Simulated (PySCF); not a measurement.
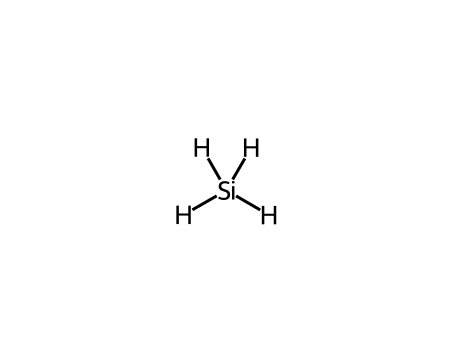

The drawing above gives the connectivity. The geometry was computed by an optimisation with PBE0-D3(BJ)/def2-SVP. No frequency run is at hand to confirm it as a minimum.

What does the molecule look like in three dimensions?

The molecule is SiH₄. SMILES: `[SiH4]`. Among its groups: Si–H bond. The point group is Td. Coordination: 1 Si tetrahedral.

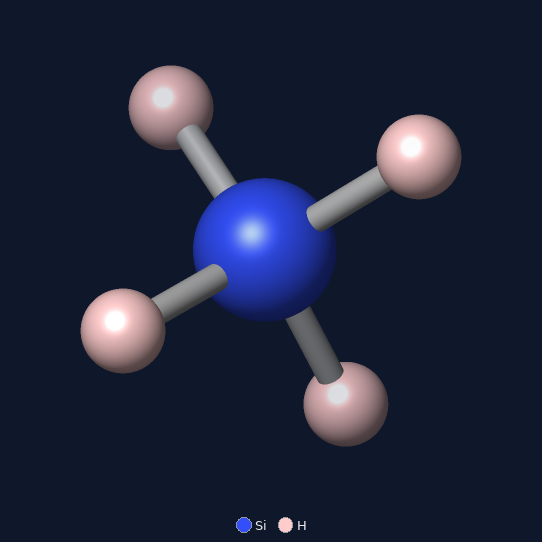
